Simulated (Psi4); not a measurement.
# TDA-PBE/cc-pVDZ-DK (sfX2C, save jk yes, sweep point 1) run of H3NO (hydroxylamine)

Wanted: the vertical excitations of H3NO (hydroxylamine). 

Program for the calculation: Psi4 1.11.

## 1. The system as given

H3NO: 5 atoms, total charge 0, spin state singlet. SMILES: `NO`. The coordinates come from a PBE0-D4/def2-TZVP relaxation. This is one conformer, not always the lowest.

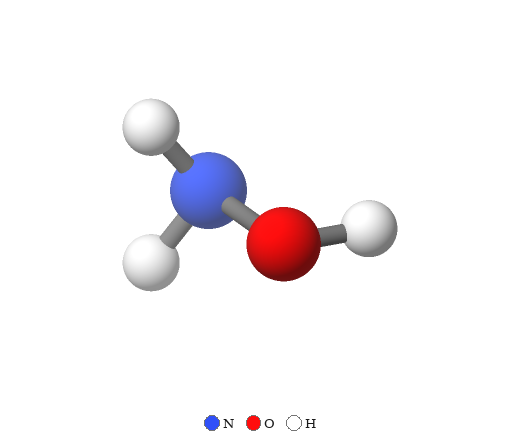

Viewed from a chosen angle; nitrogen blue, oxygen red, hydrogen white.

## 2. The excited states at TDA-PBE/cc-pVDZ-DK (sfX2C, save jk yes, sweep point 1)

Contents of h3no.inp:

```
memory 1600 MB

molecule {
  N     -0.31203158    -0.68273915    -0.60692334
  O      0.68872958     1.25863319     0.96009425
  H     -0.30743954    -2.24881188     0.50412224
  H     -2.15740583    -0.20756752    -0.84321469
  H      2.08816626     1.88046647    -0.01405956
  units au
  symmetry c1
}

set basis cc-pVDZ-DK
set puream true
set scf_type pk
set dft_radial_points 99
set dft_spherical_points 590
set save_jk true
set relativistic x2c

from psi4.driver.procrouting.response.scf_response import tdscf_excitations
energy_value, wavefunction = energy('pbe', return_wfn=True)
states = tdscf_excitations(wavefunction, states=4, tda=True)
```

The run is started by

```console
psi4 h3no.inp h3no.out -n 1
```

h3no.out:

```text
Psi4 1.11 release

Relativistic analytic gradients are not implemented yet, re-routing to finite differences.

   => Loading Basis Set <=

    Name: CC-PVDZ-DK
    Role: ORBITAL
    Keyword: BASIS

         ---------------------------------------------------------
                                   SCF
                              RKS Reference
                        1 Threads,   1525 MiB Core
         ---------------------------------------------------------

  ==> Geometry <==

    Molecular point group: c1
    Full point group: C1

    Geometry (in Bohr), charge = 0, multiplicity = 1:

       Center              X                  Y                   Z               Mass
    ------------   -----------------  -----------------  -----------------  -----------------
         N           -0.501821558374    -0.985295819974    -0.803823081622    14.003074004430
         O            0.498939601626     0.956076520026     0.763194508378    15.994914619570
         H           -0.497229518374    -2.551368549974     0.307222498378     1.007825032230
         H           -2.347195808374    -0.510124189974    -1.040114431622     1.007825032230
         H            1.898376281626     1.577909800026    -0.210959301622     1.007825032230

  Running in c1 symmetry.

  Rotational constants: A =      6.47625  B =      0.86813  C =      0.86585 [cm^-1]
  Rotational constants: A = 194152.95437  B =  26025.83555  C =  25957.46182 [MHz]
  Nuclear repulsion =   39.593666455499566

  Charge       = 0
  Multiplicity = 1
  Electrons    = 18
  Nalpha       = 9
  Nbeta        = 9

  ==> Algorithm <==

  SCF Algorithm Type is PK.
  DIIS enabled.
  MOM disabled.
  Fractional occupation disabled.
  Guess Type is SAD.
  Energy threshold   = 1.00e-06
  Density threshold  = 1.00e-06
  Integral threshold = 1.00e-12

  ==> Primary Basis <==

  Basis Set: CC-PVDZ-DK
    Blend: CC-PVDZ-DK
    Number of shells: 21
    Number of basis functions: 43
    Number of Cartesian functions: 45
    Spherical Harmonics?: true
    Max angular momentum: 2

  ==> DFT Potential <==

   => LibXC <=

    Version 7.1.2

   => Composite Functional: PBE <=

    PBE GGA Exchange-Correlation Functional

    Deriv               =              1
    GGA                 =           TRUE
    Meta                =          FALSE

    Exchange Hybrid     =          FALSE
    MP2 Hybrid          =          FALSE

   => Exchange Functionals <=

    1.0000     XC_GGA_X_PBE

   => Correlation Functionals <=

    1.0000     XC_GGA_C_PBE

   => LibXC Density Thresholds  <==

    XC_GGA_C_PBE:  1.00E-12
    XC_GGA_X_PBE:  1.00E-15

   => Molecular Quadrature <=

    Radial Scheme          =       TREUTLER
    Pruning Scheme         =           NONE
    Nuclear Scheme         =       TREUTLER

    Blocking Scheme        =         OCTREE
    BS radius alpha        =              1
    Pruning alpha          =              1
    Radial Points          =             99
    Spherical Points       =            590
    Total Points           =         280334
    Total Blocks           =           2091
    Max Points             =            256
    Max Functions          =             43
    Weights Tolerance      =       1.00E-15

   => Loading Basis Set <=

    Name: (CC-PVDZ-DK AUX)
    Role: DECON
    Keyword: BASIS_RELATIVISTIC

  ==> Integral Setup <==

  Using in-core PK algorithm.
   Calculation information:
      Number of atoms:                   5
      Number of AO shells:              21
      Number of primitives:             59
      Number of atomic orbitals:        45
      Number of basis functions:        43

      Integral cutoff                 1.00e-12
      Number of threads:                 1

  Performing in-core PK
  Using 895862 doubles for integral storage.
  We computed 26796 shell quartets total.
  Whereas there are 26796 unique shell quartets.

  ==> DiskJK: Disk-Based J/K Matrices <==

    J tasked:                  Yes
    K tasked:                   No
    wK tasked:                  No
    Memory [MiB]:              799
    Schwarz Cutoff:          1E-12

  Cached 100.0% of DFT collocation blocks in 0.336 [GiB].

 OEINTS: Using relativistic (X2C) overlap, kinetic, and potential integrals.
         ------------------------------------------------------------
         Spin-Free X2C Integrals at the One-Electron Level (SFX2C-1e)
         ------------------------------------------------------------

  ==> X2C Options <==

    Computational Basis: CC-PVDZ-DK
    X2C Basis: (CC-PVDZ-DK AUX)
    The X2C Hamiltonian will be computed in the X2C Basis

    Comparing only 43 out of 73 elements of H_Dirac

    The 1-norm of |H_X2C - H_Dirac| is: 13.452115723198

    WARNING: The X2C and Dirac Hamiltonians have substatially different eigenvalues!
             This is probably caused by the recontraction of the basis set.

  Minimum eigenvalue in the overlap matrix is 1.6539090514E-02.
  Reciprocal condition number of the overlap matrix is 3.8957388506E-03.
    Using symmetric orthogonalization.

  ==> Pre-Iterations <==

  SCF Guess: Superposition of Atomic Densities via on-the-fly atomic UHF (no occupation information).

   -------------------------
    Irrep   Nso     Nmo
   -------------------------
     A         43      43
   -------------------------
    Total      43      43
   -------------------------

  ==> Iterations <==

                        Total Energy        Delta E     RMS |[F,P]|

   @RKS iter SAD:  -131.32184819964468   -1.31322e+02   0.00000e+00
   @RKS iter   1:  -131.47396217121332   -1.52114e-01   1.50870e-02 ADIIS/DIIS
   @RKS iter   2:  -131.26852776968639    2.05434e-01   2.18715e-02 ADIIS/DIIS
   @RKS iter   3:  -131.65194068975967   -3.83413e-01   1.10556e-03 ADIIS/DIIS
   @RKS iter   4:  -131.65279543946707   -8.54750e-04   2.49079e-04 ADIIS/DIIS
   @RKS iter   5:  -131.65280470582238   -9.26636e-06   2.32041e-04 ADIIS/DIIS
   @RKS iter   6:  -131.65284262522528   -3.79194e-05   2.19597e-05 DIIS
   @RKS iter   7:  -131.65284295643391   -3.31209e-07   2.02149e-06 DIIS
   @RKS iter   8:  -131.65284295969059   -3.25667e-09   4.81804e-07 DIIS
  Energy and wave function converged.

  ==> Post-Iterations <==

   Electrons on quadrature grid:
      Ntotal   =   18.0000000384 ; deviation = 3.844e-08

    Orbital Energies [Eh]
    ---------------------

    Doubly Occupied:

       1A    -18.778702     2A    -14.020156     3A     -0.958560
       4A     -0.717059     5A     -0.437869     6A     -0.435782
       7A     -0.364790     8A     -0.216699     9A     -0.191311

    Virtual:

      10A      0.046103    11A      0.049056    12A      0.110910
      13A      0.127777    14A      0.505399    15A      0.550181
      16A      0.562337    17A      0.661686    18A      0.701717
      19A      0.783714    20A      0.878358    21A      0.931487
      22A      0.952704    23A      1.027865    24A      1.121235
      25A      1.228973    26A      1.335124    27A      1.438162
      28A      1.534565    29A      1.622970    30A      1.848644
      31A      1.894920    32A      1.932837    33A      2.012562
      34A      2.042763    35A      2.101578    36A      2.347511
      37A      2.585608    38A      2.785338    39A      2.877495
      40A      2.910350    41A      3.010860    42A      3.240871
      43A      3.587665

    Final Occupation by Irrep:
              A
    DOCC [     9 ]
    NA   [     9 ]
    NB   [     9 ]

  @RKS Final Energy:  -131.65284295969059

   => Energetics <=

    Nuclear Repulsion Energy =             39.5936664554995659
    One-Electron Energy =                -258.4724769115873642
    Two-Electron Energy =                 103.7224821090462825
    DFT Exchange-Correlation Energy =     -16.4965146126490900
    Empirical Dispersion Energy =           0.0000000000000000
    VV10 Nonlocal Energy =                  0.0000000000000000
    Total Energy =                       -131.6528429596905880

Computation Completed

Properties will be evaluated at   0.000000,   0.000000,   0.000000 [a0]

Properties computed using the SCF density matrix

 Multipole Moments:

 ------------------------------------------------------------------------------------
     Multipole            Electronic (a.u.)      Nuclear  (a.u.)        Total (a.u.)
 ------------------------------------------------------------------------------------

 L = 1.  Multiply by 2.5417464519 to convert [e a0] to [Debye]
 Dipole X            :          0.3761146           -0.4672831           -0.0911685
 Dipole Y            :          0.5868717           -0.7320415           -0.1451698
 Dipole Z            :          0.3719740           -0.4650567           -0.0930828
 Magnitude           :                                                    0.1950651

 ------------------------------------------------------------------------------------

	total time  =          8 seconds =       0.13 minutes

******************************************************************************************
**********                               WARNING                                **********
**********       The names of excited state variables changed between 1.5       **********
**********     and 1.6. For a quick solution, remove the symmetry specifier     **********
**********   from the variable name. For full details, see 'Notes on Psivars'   **********
**********                        in the documentation.                         **********
******************************************************************************************

         ---------------------------------------------------------
                         TDSCF excitation energies
         ---------------------------------------------------------

  ==> Options <==

     Residual threshold  : 1.0000e-04
     Initial guess       : denominators
     Reference           : RHF
     Solver type         : TDA (Davidson)

  ==> Requested Excitations <==

      4 singlet states with A symmetry

  ==> Seeking the lowest 4 singlet states with A symmetry

                         Generalized Davidson Solver

  ==> Options <==

    Max number of iterations        = 60
    Eigenvector tolerance           = 1.0000e-04
    Max number of expansion vectors = 800

  => Iterations <=
                           Max[D[value]]     Max[|R|]   # vectors
  DavidsonSolver iter   1:   2.82251e-01  9.31840e-02     16
  DavidsonSolver iter   2:   6.17103e-03  1.95718e-02     20
  DavidsonSolver iter   3:   1.98834e-04  1.66331e-03     24
  DavidsonSolver iter   4:   1.61014e-06  9.05326e-05     27      Converged

******************************************************************************************
**********                               WARNING                                **********
**********  Length-gauge rotatory strengths are **NOT** gauge-origin invariant  **********
******************************************************************************************

                                    Excitation Energy         Total Energy        Oscillator Strength             Rotatory Strength
     #   Sym: GS->ES (Trans)        au              eV              au          au (length)    au (velocity)    au (length)    au (velocity)
    ---- -------------------- --------------- --------------- --------------- --------------- --------------- --------------- ---------------
     1        A->A (1 A)       0.24368         6.63086        -131.40916       0.0073          0.0191          0.0000          0.0006
     2        A->A (1 A)       0.25530         6.94720        -131.39754       0.0139          0.0581          0.0003          0.0006
     3        A->A (1 A)       0.26556         7.22620        -131.38729       0.0032          0.0006         -0.0003         -0.0009
     4        A->A (1 A)       0.28017         7.62389        -131.37267       0.0126          0.0734         -0.0001         -0.0004

Contributing excitations
Only contributions with abs(coeff) > 1.00e-01 will be printed:

Excited State    1 (1 A):   0.24368 au   186.98 nm f = 0.0073
  Sums of squares: Xssq =  1.000000e+00
      9a  ->  10a     0.995032 (99.009%)

Excited State    2 (1 A):   0.25530 au   178.47 nm f = 0.0139
  Sums of squares: Xssq =  1.000000e+00
      9a  ->  11a    -0.979073 (95.858%)
      9a  ->  13a    -0.162123 ( 2.628%)

Excited State    3 (1 A):   0.26556 au   171.58 nm f = 0.0032
  Sums of squares: Xssq =  1.000000e+00
      8a  ->  10a     0.978891 (95.823%)
      8a  ->  11a     0.200990 ( 4.040%)

Excited State    4 (1 A):   0.28017 au   162.63 nm f = 0.0126
  Sums of squares: Xssq =  1.000000e+00
      8a  ->  10a    -0.202510 ( 4.101%)
      8a  ->  11a     0.972266 (94.530%)
      8a  ->  13a     0.101195 ( 1.024%)

******************************************************************************************
**********                               WARNING                                **********
**********       The names of excited state variables changed between 1.5       **********
**********     and 1.6. For a quick solution, remove the symmetry specifier     **********
**********   from the variable name. For full details, see 'Notes on Psivars'   **********
**********                        in the documentation.                         **********
******************************************************************************************

    Psi4 run time: 0:00:17.35
```

It took 19 s on 1 thread of Intel Xeon at 2.70GHz, shared host; peak memory 0.6 GiB.

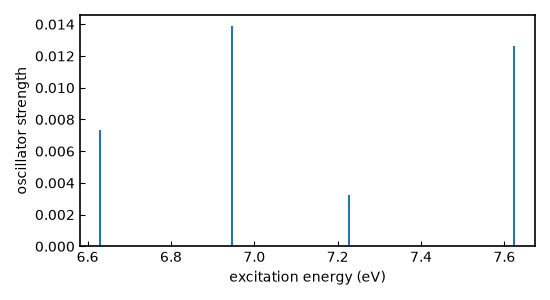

Vertical excitations as sticks.

The roots found:

| excited state | energy (eV) | strength | label |
| --- | --- | --- | --- |
| 1 | 6.631 | 0.0073 | A 1 |
| 2 | 6.947 | 0.0139 | A 1 |
| 3 | 7.226 | 0.0032 | A 1 |
| 4 | 7.624 | 0.0126 | A 1 |

## 3. Summary of results

At TDA-PBE/cc-pVDZ-DK (sfX2C, save jk yes, sweep point 1):

```
                              quantity          value
     ground-state or mean-field energy  -131.65284 Eh
 dipole moment (PBE Kohn–Sham density)         0.50 D
  HOMO energy (PBE Kohn–Sham orbitals)       -5.21 eV
  LUMO energy (PBE Kohn–Sham orbitals)        1.25 eV
HOMO–LUMO gap (PBE Kohn–Sham orbitals)        6.46 eV
              lowest excitation energy        6.63 eV
```

The brightest of the 4 transitions from the ground state lies at 6.95 eV (178 nm, f = 0.014); the lowest, at 6.63 eV, has f = 0.007. The basis has no diffuse functions, so Rydberg states are missing or pushed up, and the true lowest state may lie lower. Roots above 5.2 eV lie over the negative of the HOMO energy, where those of Rydberg kind are poorly described; valence roots are less touched.
